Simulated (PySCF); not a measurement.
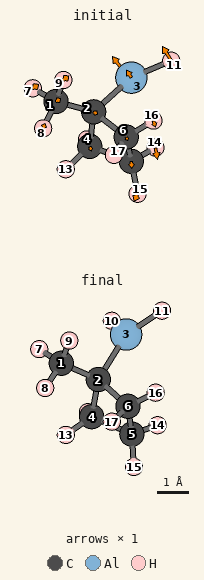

The structure of C₅H₁₁Al before (top) and after (bottom) a relaxation, at one scale. The orange arrows give the displacements, at their true length.

The picture is a ball-and-stick view, seen at a tilt.

The start comes from GFN2-xTB. Its atoms were then displaced at random by about 0.01 Å.

Method: PBE0-D3(BJ)/def2-SVP geometry optimisation, gas phase (PySCF 2.14.0, density-fitted response routines). 

> Describe what moved and what it gained.

Over 10 geometry steps the energy falls by 25.7 kJ/mol. An H atom moves most after the best rigid fit: 0.75 Å. By element the largest moves are H 0.75 Å, Al 0.33 Å, C 0.26 Å. Among the contacts that change: Al–C 2.817 → 3.338 Å, Al–H 1.558 → 1.596 Å, C–H 1.138 → 1.105 Å, C–H 1.078 → 1.104 Å. Among the angles between lasting bonds that change: C–C–Al 131.6° → 109.5°, Al–C–C 96.7° → 112.4°, Al–C–C 97.6° → 112.4°.
